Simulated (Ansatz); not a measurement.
The calculation's input:

```
crystal:
  periodic: [false, false, false]
  atoms:
    - {symbol: N, position_ang: [-0.152346, -0.433591, -1.292002]}
    - {symbol: H, position_ang: [0.232062, 0.087511, -0.472670]}
    - {symbol: H, position_ang: [-0.728652, -1.206313, -0.953723]}
    - {symbol: H, position_ang: [0.614645, -0.801004, -1.858064]}
    - {symbol: H, position_ang: [-0.724379, 0.195418, -1.858263]}
    - {symbol: Sb, position_ang: [0.409269, 0.891633, 2.240096]}
    - {symbol: H, position_ang: [0.410843, -0.806777, 1.998225]}
    - {symbol: H, position_ang: [1.093730, 1.087659, 0.655722]}
    - {symbol: H, position_ang: [-1.155072, 0.985464, 1.540779]}
basis:
  gaussian: {orbitals: "def2-TZVPPD.json"}
total_charge: 1
hamiltonian: {xc: pbe0, dispersion: d4}
output: {orbitals: {seedname: orbitals}}
```

Launched as:

```sh
ansatz run in.yaml --threads 4 --pin off --events-out ev --progress --plain --max-ram 9574MiB
```

Geometry: PBE0-D4/def2-TZVP; core potentials replace the inner electrons of Sb.

All numbers below come from RKS PBE0-D4/def2-TZVPPD in Ansatz 0.2.0.

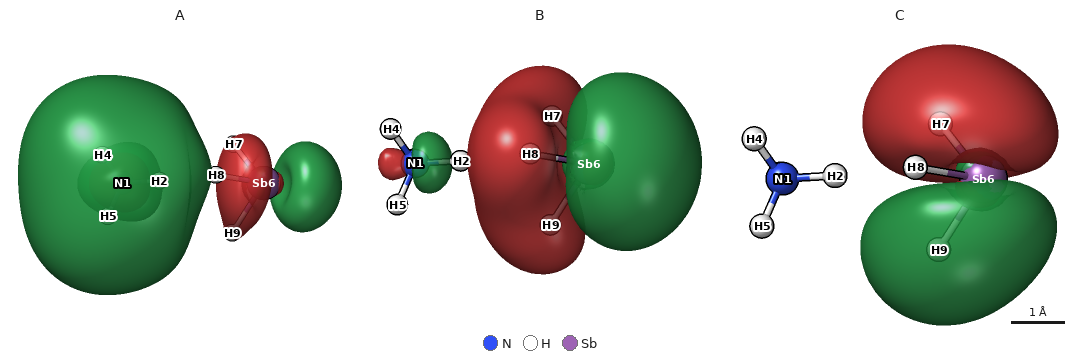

NH4···H3Sb (SMILES [NH4+].[SbH3]) (charge +1). Three frontier orbitals at ±0.05 Å⁻³ᐟ² (green and red are the two phases), in no order.

Q: Order the three orbitals by energy and name them.

A: C is the HOMO−1 (−13.63 eV). It lies mainly on Sb6 (about 50 %), H9 (about 25 %) and H7 (about 25 %). B is the HOMO (−11.83 eV). It lies mainly on Sb6 (about 75 %), H7 (about 10 %) and H9 (about 10 %). A is the LUMO (−5.32 eV). It lies mainly on H4 (about 20 %), H5 (about 20 %), H3 (about 20 %), N1 (about 20 %), Sb6 (about 10 %) and H2 (about 5 %).

Q: What is the HOMO–LUMO gap?

A: 6.51 eV between the orbital energies.
